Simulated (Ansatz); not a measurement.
Consider Ca2AgF.

Input file:

```
crystal:
  lattice:
    - [3.8885454528, 0.0, 0.0]
    - [-1.9442727264, 3.3675791459, 0.0]
    - [0.0, 0.0, 7.3359896718]
  atoms:
    - { symbol: Ca, position: [0.3333333333, 0.6666666667, 0.272803312] }
    - { symbol: Ca, position: [0.6666666667, 0.3333333333, 0.727196688] }
    - { symbol: Ag, position: [0.0, 0.0, 0.0] }
    - { symbol: F, position: [0.0, 0.0, 0.5] }
basis:
  ecutwfc: 420
kpoints:
  mp_grid: { grid: [12, 12, 6] }
hamiltonian:
  xc: pbe
scf:
  occupations: { method: gaussian, width: 0.1 }
output:
  forces: true
  stress: true
  eigenvalues: true
  write_density: true
  write_potential: true
  elf: true
  volumetric_format: npy
relax:
  adjacent_minimum: "off"
  f_tol: 0.01
  max_steps: 80
  cell: { stress_tol: 0.05 }
```

Run with:

```sh
ansatz run input.yaml --threads 1 --pin off --max-ram 2560MiB --backend cpu --events-out ev --progress --plain --runs-dir out
```

Below, planes, directions and counts refer to the conventional cell (a = 3.88 Å, b = 3.88 Å, c = 7.34 Å, α = 90.00°, β = 90.00°, γ = 120.00°).

The fields are those of the run's last geometry, not of the input's.

Space group P-3m1; a structure generated by program, which may or may not match a known phase.

Computed with DFT PBE, scalar-relativistic, plane waves, PAW in Ansatz.

**Predict the valence pseudo-density and electron localisation function between the atoms.**

Ca–F (2.79 Å): ρ at the midpoint is about 0.09 e/Å³; the ELF is about 0.05 at the midpoint; no localised pair shows between them.
Ca–Ag (3.01 Å): ρ at the midpoint is about 0.15 e/Å³; the ELF is about 0.20 at the midpoint (no shared electron pair shows on this line).

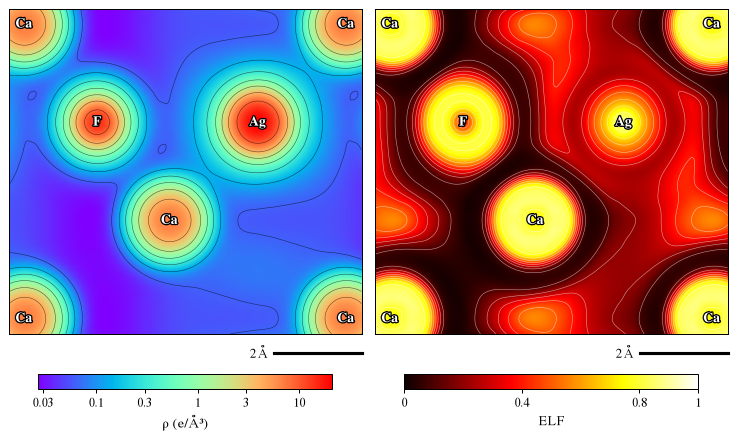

Computed valence pseudo-density and electron localisation function on the (110) plane of the conventional cell, in this order. 
